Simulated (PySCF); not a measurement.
# C5H7NOSe: what the fields show

The calculation's input:

```
{"job": {"kind": "uv", "xc": "CAM-B3LYP", "basis": "def2-SVPD", "nstates": 8, "ntriplets": 3}, "charge": 0, "multiplicity": 1}
C      0.331646     1.595626    -0.768131
C      0.713378     0.310639    -0.117175
N      2.021670    -0.056109    -0.129097
C      2.266809    -1.170958     0.436349
Se     0.764357    -2.056656     1.151191
C     -0.154354    -0.553910     0.493938
C     -1.639829    -0.391159     0.633069
O     -2.290293    -0.154941    -0.592729
H     -0.657570     1.911550    -0.452319
H      0.326448     1.473019    -1.850640
H      1.067217     2.356578    -0.518889
H      3.256794    -1.583960     0.510095
H     -2.057332    -1.280009     1.130462
H     -1.867753     0.483161     1.252009
H     -2.085602    -0.874881    -1.200045
```

Run with:

```sh
OMP_NUM_THREADS=1 python probes_run.py task.json out
```

Geometry: GFN2-xTB.

These are results of CAM-B3LYP/def2-SVPD, SCF density, gas phase (PySCF 2.14.0), not measurements.

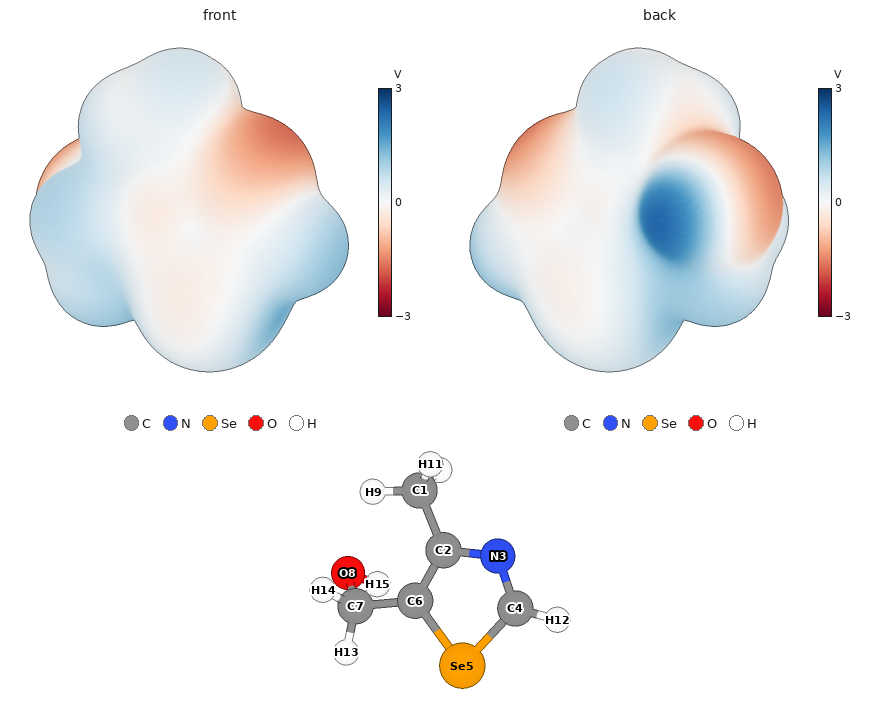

Figure 1. The electrostatic potential painted on the density surface at 0.002 e/bohr³, seen from the front and from behind; red is negative and blue positive. The bare structure is drawn below in the same view.

Describe the electrostatic potential map.

Answer. The most negative region (about −1.6 V) lies over N3, the most positive (about +2.3 V) over H15. N3 is the likeliest acceptor of a hydrogen bond.

How polar is the molecule by this calculation?

Answer. Its dipole moment is 1.72 D.

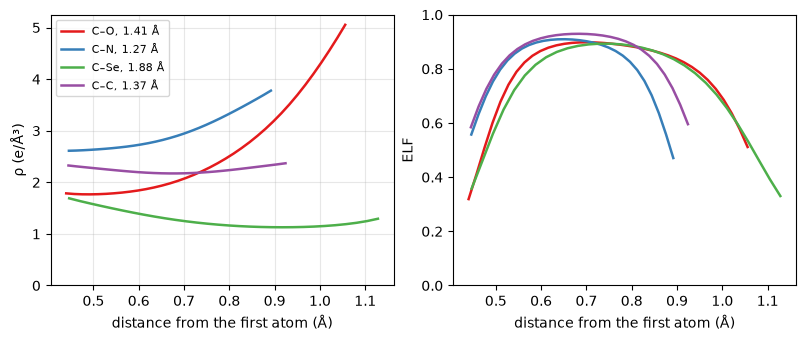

Figure 2. Electron density and electron localisation function along straight lines between neighbouring atoms. The curves leave out the atomic cores.

What kind of bonding do the profiles show?

Answer. C–O (1.41 Å): ρ at the midpoint is about 2.1 e/Å³, with its minimum of 1.8 e/Å³ about 0.5 Å from C; the ELF peaks at about 0.90 between the atoms (a polar covalent bond).
C–N (1.27 Å): the density is about 2.8 e/Å³ at the midpoint; the ELF peaks at about 0.90 between the atoms, as expected for localised, covalent bonding.
C–Se (1.88 Å): ρ at the midpoint is about 1.1 e/Å³; the ELF peaks at about 0.90 between the atoms, as expected for localised, covalent bonding.
C–C (1.37 Å): ρ is about 2.2 e/Å³ halfway; the ELF peaks at about 0.95 between the atoms: a covalent bond.
